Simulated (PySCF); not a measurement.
# C2H9NSi2: NMR shifts at several levels of theory, part 2 of 2

PySCF 2.14.0. Atoms count from 0.

### Step 8. NMR shieldings: wB97X-D/pcSseg-1

The job: settings as JSON, then the geometry in Å.

```
{"job": {"kind": "nmr", "xc": "wB97X-D", "basis": "pcSseg-1", "pop": false}, "charge": 0, "multiplicity": 1}
Si    -2.019199    -0.384397     0.094337
C     -0.600106     0.107595    -1.069403
C      0.235802     1.197782    -0.474053
N      1.267413     1.088123     0.249483
Si     2.152321    -0.294628     0.834668
H     -2.863721     0.807141     0.407199
H     -2.861940    -1.428002    -0.562331
H     -1.447594    -0.926557     1.362829
H     -1.049591     0.438806    -2.019716
H     -0.006624    -0.801237    -1.260066
H     -0.144067     2.220725    -0.679871
H      2.027615    -0.303964     2.321418
H      1.711632    -1.638910     0.322544
H      3.583371    -0.105439     0.459725
```

Method: GIAO wB97X-D/pcSseg-1 NMR shielding, non-relativistic, gas phase.

The program printed:

```text
coarse grid: 12064 points
cycle   1  E = -715.1650625871  dE =  1.778e-01  |g| = 4.672e-01  |ddm| = 3.204e+00
cycle   2  E = -715.1502937626  dE =  1.477e-02  |g| = 5.842e-01  |ddm| = 8.390e-01
cycle   3  E = -715.2206502388  dE = -7.036e-02  |g| = 5.181e-02  |ddm| = 4.578e-01
cycle   4  E = -715.2213733645  dE = -7.231e-04  |g| = 2.605e-02  |ddm| = 7.258e-02
cycle   5  E = -715.2215536620  dE = -1.803e-04  |g| = 4.908e-03  |ddm| = 3.663e-02
cycle   6  E = -715.2215639073  dE = -1.025e-05  |g| = 1.616e-03  |ddm| = 1.048e-02
cycle   7  E = -715.2215652630  dE = -1.356e-06  |g| = 4.790e-04  |ddm| = 4.426e-03
final grid: 105608 points
cycle   8  E = -715.2560829769  dE = -1.018e-04  |g| = 5.866e-03  |ddm| = 2.911e-02
cycle   9  E = -715.2560825511  dE =  4.258e-07  |g| = 6.275e-03  |ddm| = 1.008e-02
cycle  10  E = -715.2560900856  dE = -7.534e-06  |g| = 9.755e-04  |ddm| = 4.320e-03
cycle  11  E = -715.2560902850  dE = -1.994e-07  |g| = 3.232e-04  |ddm| = 1.147e-03
cycle  12  E = -715.2560903177  dE = -3.266e-08  |g| = 8.043e-05  |ddm| = 5.624e-04
cycle  13  E = -715.2560903199  dE = -2.214e-09  |g| = 1.547e-05  |ddm| = 1.495e-04
cycle  14  E = -715.2560903201  dE = -1.904e-10  |g| = 2.714e-06  |ddm| = 6.804e-05
converged SCF energy = -715.2560903201

GIAO shielding tensors (ppm)
atom      isotropic    diamagn.    paramagn.     s11        s22        s33       span
  0 Si     421.489     879.585    -458.097    391.252    415.992    457.222     65.970
  1 C      160.725     257.931     -97.206    132.654    157.619    191.902     59.248
  2 C        1.474     252.423    -250.949   -106.496    -10.720    121.639    228.135
  3 N     -102.089     329.476    -431.565   -452.993   -132.869    279.596    732.588
  4 Si     422.569     880.030    -457.461    393.594    402.929    471.185     77.591
  5 H       27.434      28.698      -1.264     24.435     25.617     32.249      7.815
  6 H       27.467      28.422      -0.954     24.660     25.067     32.674      8.013
  7 H       27.574      29.811      -2.237     23.872     27.004     31.846      7.974
  8 H       29.491      30.839      -1.348     26.652     27.469     34.352      7.700
  9 H       29.165      33.525      -4.360     25.513     28.836     33.145      7.632
 10 H       22.810      29.508      -6.698     20.223     21.981     26.226      6.004
 11 H       26.597      29.420      -2.823     24.353     25.028     30.410      6.057
 12 H       26.422      30.681      -4.259     22.959     26.677     29.630      6.671
 13 H       26.599      28.511      -1.912     23.990     24.910     30.897      6.907
```

It took 18 s on 1 thread of Arm Neoverse V2, shared host; peak memory 0.79 GiB.

This run: δ C2 183.1, C1 23.8, Si0 -68.6, Si4 -69.6, H10 8.57, H11 4.84 ppm (means over like atoms).

### Step 9. Shielding tensors: LC-wPBE/pcSseg-1

Settings changed since step 8:

```diff
@@ -1,2 +1,2 @@
-{"job": {"kind": "nmr", "xc": "wB97X-D", "basis": "pcSseg-1", "pop": false}, "charge": 0, "multiplicity": 1}
+{"job": {"kind": "nmr", "xc": "LC-wPBE", "basis": "pcSseg-1", "pop": false}, "charge": 0, "multiplicity": 1}
 Si    -2.019199    -0.384397     0.094337
```

With the program's defaults for keys left out, this is: GIAO LC-wPBE/pcSseg-1 NMR shielding, non-relativistic, gas phase.

The program printed:

```text
coarse grid: 12064 points
cycle   1  E = -714.9342038566  dE =  2.113e-01  |g| = 4.905e-01  |ddm| = 3.193e+00
cycle   2  E = -714.9404422159  dE = -6.238e-03  |g| = 5.439e-01  |ddm| = 7.482e-01
cycle   3  E = -714.9986525829  dE = -5.821e-02  |g| = 5.326e-02  |ddm| = 3.973e-01
cycle   4  E = -714.9996747735  dE = -1.022e-03  |g| = 2.290e-02  |ddm| = 8.855e-02
cycle   5  E = -714.9998319265  dE = -1.572e-04  |g| = 4.985e-03  |ddm| = 4.010e-02
cycle   6  E = -714.9998460245  dE = -1.410e-05  |g| = 2.120e-03  |ddm| = 1.252e-02
cycle   7  E = -714.9998485069  dE = -2.482e-06  |g| = 7.546e-04  |ddm| = 5.438e-03
final grid: 105608 points
cycle   8  E = -715.0401198176  dE = -3.214e-05  |g| = 5.873e-03  |ddm| = 2.118e-02
cycle   9  E = -715.0401222331  dE = -2.415e-06  |g| = 4.151e-03  |ddm| = 6.074e-03
cycle  10  E = -715.0401249342  dE = -2.701e-06  |g| = 8.925e-04  |ddm| = 2.996e-03
cycle  11  E = -715.0401250750  dE = -1.408e-07  |g| = 2.149e-04  |ddm| = 7.464e-04
cycle  12  E = -715.0401250832  dE = -8.229e-09  |g| = 7.235e-05  |ddm| = 3.347e-04
cycle  13  E = -715.0401250850  dE = -1.843e-09  |g| = 1.058e-05  |ddm| = 1.192e-04
cycle  14  E = -715.0401250852  dE = -1.404e-10  |g| = 2.381e-06  |ddm| = 5.535e-05
converged SCF energy = -715.0401250852

GIAO shielding tensors (ppm)
atom      isotropic    diamagn.    paramagn.     s11        s22        s33       span
  0 Si     426.170     879.486    -453.316    396.752    419.820    461.937     65.186
  1 C      165.655     257.958     -92.303    137.905    162.105    196.955     59.050
  2 C        0.782     252.146    -251.364   -109.755    -16.576    128.677    238.432
  3 N     -101.890     329.664    -431.553   -462.256   -132.800    289.387    751.643
  4 Si     424.915     879.887    -454.972    394.705    404.924    475.115     80.410
  5 H       27.417      28.582      -1.165     24.359     25.567     32.326      7.966
  6 H       27.467      28.326      -0.859     24.609     25.035     32.757      8.148
  7 H       27.568      29.649      -2.081     23.797     26.988     31.920      8.122
  8 H       29.441      30.883      -1.442     26.495     27.256     34.571      8.077
  9 H       29.211      33.415      -4.204     25.430     28.744     33.459      8.029
 10 H       22.833      29.586      -6.752     20.226     22.049     26.225      5.999
 11 H       26.582      29.265      -2.683     24.358     24.969     30.419      6.061
 12 H       26.524      30.546      -4.022     23.048     26.851     29.672      6.623
 13 H       26.570      28.395      -1.826     23.961     24.861     30.888      6.927
```

Wall time 22 s (1 thread of Arm Neoverse V2, shared host); peak memory 0.81 GiB.

Key values: δ C2 187.8, C1 22.9, Si4 -66.4, Si0 -67.7, H10 8.49, H11 4.77 ppm (means over like atoms).

### Step 10. Nuclear shieldings: PBE0/6-31G

Settings changed since step 9:

```diff
@@ -1,2 +1,2 @@
-{"job": {"kind": "nmr", "xc": "LC-wPBE", "basis": "pcSseg-1", "pop": false}, "charge": 0, "multiplicity": 1}
+{"job": {"kind": "nmr", "xc": "PBE0", "basis": "6-31G", "pop": true}, "charge": 0, "multiplicity": 1}
 Si    -2.019199    -0.384397     0.094337
```

With the program's defaults for keys left out, this is: GIAO PBE0/6-31G NMR shielding, non-relativistic, gas phase.

The program printed:

```text
coarse grid: 12064 points
cycle   1  E = -714.7864633392  dE =  2.520e-01  |g| = 4.297e-01  |ddm| = 3.288e+00
cycle   2  E = -714.6921603930  dE =  9.430e-02  |g| = 7.668e-01  |ddm| = 1.463e+00
cycle   3  E = -714.8331355284  dE = -1.410e-01  |g| = 9.795e-02  |ddm| = 9.593e-01
cycle   4  E = -714.8354630057  dE = -2.327e-03  |g| = 2.890e-02  |ddm| = 1.241e-01
cycle   5  E = -714.8356854367  dE = -2.224e-04  |g| = 4.039e-03  |ddm| = 3.984e-02
cycle   6  E = -714.8356916105  dE = -6.174e-06  |g| = 7.267e-04  |ddm| = 7.630e-03
final grid: 105608 points
cycle   7  E = -714.7785174823  dE = -1.008e-05  |g| = 5.370e-03  |ddm| = 1.546e-02
cycle   8  E = -714.7785130919  dE =  4.390e-06  |g| = 6.777e-03  |ddm| = 1.435e-02
cycle   9  E = -714.7785252589  dE = -1.217e-05  |g| = 9.721e-04  |ddm| = 8.418e-03
cycle  10  E = -714.7785254766  dE = -2.177e-07  |g| = 1.850e-04  |ddm| = 1.088e-03
cycle  11  E = -714.7785254852  dE = -8.673e-09  |g| = 2.801e-05  |ddm| = 2.446e-04
cycle  12  E = -714.7785254855  dE = -2.381e-10  |g| = 8.019e-06  |ddm| = 4.388e-05
converged SCF energy = -714.7785254855

GIAO shielding tensors (ppm)
atom      isotropic    diamagn.    paramagn.     s11        s22        s33       span
  0 Si     493.107     881.704    -388.598    465.971    486.817    526.531     60.560
  1 C      179.070     255.208     -76.137    152.505    178.476    206.229     53.724
  2 C       33.577     250.850    -217.273    -62.026     20.511    142.246    204.272
  3 N      -72.875     330.984    -403.859   -428.205    -82.939    292.520    720.725
  4 Si     488.279     881.353    -393.074    459.301    468.982    536.552     77.251
  5 H       28.877      29.293      -0.415     25.683     26.884     34.065      8.382
  6 H       28.884      29.244      -0.360     25.493     26.579     34.581      9.088
  7 H       28.960      29.895      -0.935     24.923     28.476     33.481      8.558
  8 H       30.754      31.360      -0.605     26.745     28.919     36.599      9.854
  9 H       30.298      32.221      -1.923     26.332     29.316     35.245      8.913
 10 H       23.209      28.315      -5.106     20.719     21.559     27.349      6.629
 11 H       27.573      29.414      -1.841     24.614     25.817     32.288      7.674
 12 H       27.342      29.881      -2.540     23.288     27.213     31.524      8.237
 13 H       27.568      29.211      -1.643     24.023     25.922     32.759      8.735
```

Wall time 5.9 s (1 thread of Arm Neoverse V2, shared host); peak memory 0.47 GiB.

Key values: δ C2 166.0, C1 20.5, Si4 -43.5, Si0 -48.4, H10 9.40, H11 5.12 ppm (means over like atoms).

### Step 11. Nuclear shieldings: PBE0/STO-3G

Settings changed since step 10:

```diff
@@ -1,2 +1,2 @@
-{"job": {"kind": "nmr", "xc": "PBE0", "basis": "6-31G", "pop": true}, "charge": 0, "multiplicity": 1}
+{"job": {"kind": "nmr", "xc": "PBE0", "basis": "STO-3G", "pop": true}, "charge": 0, "multiplicity": 1}
 Si    -2.019199    -0.384397     0.094337
```

Level: GIAO PBE0/STO-3G NMR shielding, non-relativistic, gas phase.

The program printed:

```text
coarse grid: 12064 points
cycle   1  E = -706.5173400402  dE = -4.856e-02  |g| = 5.213e-01  |ddm| = 4.387e+00
cycle   2  E = -706.3611976439  dE =  1.561e-01  |g| = 9.266e-01  |ddm| = 1.759e+00
cycle   3  E = -706.6087205787  dE = -2.475e-01  |g| = 7.956e-02  |ddm| = 1.105e+00
cycle   4  E = -706.6107453351  dE = -2.025e-03  |g| = 2.302e-02  |ddm| = 1.386e-01
cycle   5  E = -706.6108900386  dE = -1.447e-04  |g| = 4.929e-03  |ddm| = 3.066e-02
cycle   6  E = -706.6108975380  dE = -7.499e-06  |g| = 7.885e-04  |ddm| = 6.663e-03
final grid: 105608 points
cycle   7  E = -706.5770313828  dE = -5.036e-06  |g| = 2.686e-03  |ddm| = 1.088e-02
cycle   8  E = -706.5770320151  dE = -6.323e-07  |g| = 2.440e-03  |ddm| = 7.918e-03
cycle   9  E = -706.5770339298  dE = -1.915e-06  |g| = 4.689e-04  |ddm| = 3.712e-03
cycle  10  E = -706.5770339913  dE = -6.147e-08  |g| = 9.642e-05  |ddm| = 6.095e-04
cycle  11  E = -706.5770339940  dE = -2.648e-09  |g| = 1.555e-05  |ddm| = 1.269e-04
cycle  12  E = -706.5770339940  dE = -7.776e-11  |g| = 2.369e-06  |ddm| = 2.724e-05
converged SCF energy = -706.5770339940

GIAO shielding tensors (ppm)
atom      isotropic    diamagn.    paramagn.     s11        s22        s33       span
  0 Si     583.145     869.639    -286.494    557.844    571.812    619.779     61.935
  1 C      220.018     248.191     -28.172    202.472    215.579    242.004     39.533
  2 C      110.880     253.744    -142.864     17.153    130.588    184.899    167.746
  3 N        4.105     313.959    -309.853   -429.812     51.177    390.951    820.762
  4 Si     581.201     869.063    -287.861    545.485    567.183    630.937     85.452
  5 H       30.841      31.181      -0.340     27.129     28.429     36.965      9.836
  6 H       30.721      30.623       0.098     26.926     27.989     37.246     10.320
  7 H       31.046      33.524      -2.478     26.600     30.252     36.285      9.685
  8 H       31.263      31.169       0.095     26.253     28.472     39.065     12.812
  9 H       31.376      34.290      -2.914     26.866     29.607     37.654     10.788
 10 H       24.545      30.901      -6.356     21.705     23.316     28.615      6.910
 11 H       29.854      31.284      -1.430     26.686     27.407     35.470      8.783
 12 H       29.944      33.246      -3.302     26.141     29.121     34.571      8.430
 13 H       29.793      29.947      -0.154     26.103     27.515     35.760      9.658
```

It took 3.1 s on 1 thread of Arm Neoverse V2, shared host; peak memory 0.45 GiB.

This run: δ C2 123.8, C1 14.7, Si4 -63.6, Si0 -65.5, H10 8.06, H11 2.74 ppm (means over like atoms).

### Step 12. Comparing the runs: NMR shifts

Shifts (ppm) of some atoms, chosen among heavy atoms and hydrogens apart, means over like atoms, with basis size and wall time:

| run | C2 | C1 | H11 | H5 | Si0 | Si4 | N3 | functions | time |
| --- | --- | --- | --- | --- | --- | --- | --- | --- | --- |
| PBE0/pcSseg-1 | 181.6 | 24.2 | 4.93 | 3.91 | -70.3 | -71.4 | 366.4 | 144 | 15 s |
| mPW1PW91/pcSseg-1 | 181.6 | 24.2 | 4.88 | 3.88 | -68.9 | -70.5 | 365.7 | 144 | 14 s |
| WP04/pcSseg-1 | 180.2 | 25.6 | 4.19 | 3.33 | -62.3 | -69.8 | 357.3 | 144 | 12 s |
| B97-2/pcSseg-1 | 177.7 | 23.9 | 4.82 | 3.83 | -67.9 | -70.4 | 354.8 | 144 | 12 s |
| BHandHLYP/pcSseg-1 | 183.3 | 23.6 | 4.68 | 3.75 | -67.7 | -70.6 | 373.6 | 144 | 11 s |
| CAM-B3LYP/pcSseg-1 | 185.4 | 24.1 | 4.81 | 3.83 | -71.8 | -73.9 | 377.4 | 144 | 19 s |
| wB97X-D/pcSseg-1 | 183.1 | 23.8 | 4.84 | 3.89 | -68.6 | -69.6 | 366.1 | 144 | 18 s |
| LC-wPBE/pcSseg-1 | 187.8 | 22.9 | 4.77 | 3.84 | -67.7 | -66.4 | 369.6 | 144 | 22 s |
| PBE0/6-31G | 166.0 | 20.5 | 5.12 | 3.70 | -48.4 | -43.5 | 333.6 | 71 | 5.9 s |
| PBE0/STO-3G | 123.8 | 14.7 | 2.74 | 1.74 | -65.5 | -63.6 | 290.6 | 42 | 3.1 s |

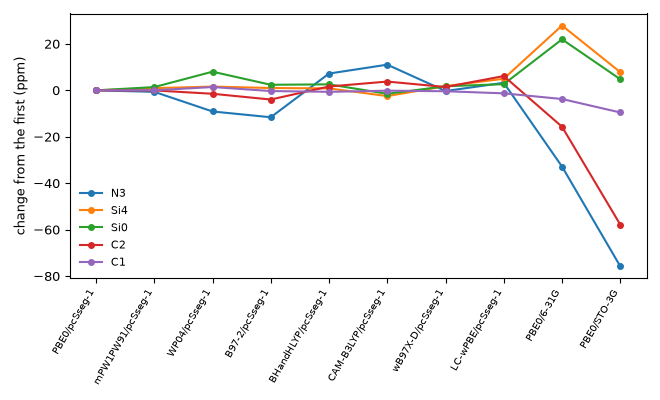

How five of the tabulated atoms move from run to run.

### Step 13. Summary of results

What follows sums up all 2 parts.

| quantity | value |
| --- | --- |
| ¹³C shifts against TMS (PBE0/pcSseg-1) | 181.6, 24.2 ppm |
| ¹H shifts against TMS (PBE0/pcSseg-1, means over atoms taken as alike) | 8.66, 4.93, 3.91, 2.13 ppm |
| ²⁹Si shifts against TMS (PBE0/pcSseg-1) | -70.3, -71.4 ppm |
| ¹⁵N shifts against NH3 (PBE0/pcSseg-1) | 366.4 ppm |
| range of the shift of N3 (minimal bases aside) | 333.6 to 377.4 ppm |
| property runs in this session | 10, of which 0 failed and 1 gave unsound results |

**Reading.** Single values in the summary come from the first sound run of each kind (PBE0/pcSseg-1), which need not be the best level. At PBE0/pcSseg-1: The widest tensor belongs to N3: span 726 ppm, with a paramagnetic part of -430 ppm. Leaving out the minimal-basis runs, which are unusable for shieldings: Across the 9 runs the shift of N3 moves most, between 333.6 (PBE0/6-31G) and 377.4 ppm (CAM-B3LYP/pcSseg-1).
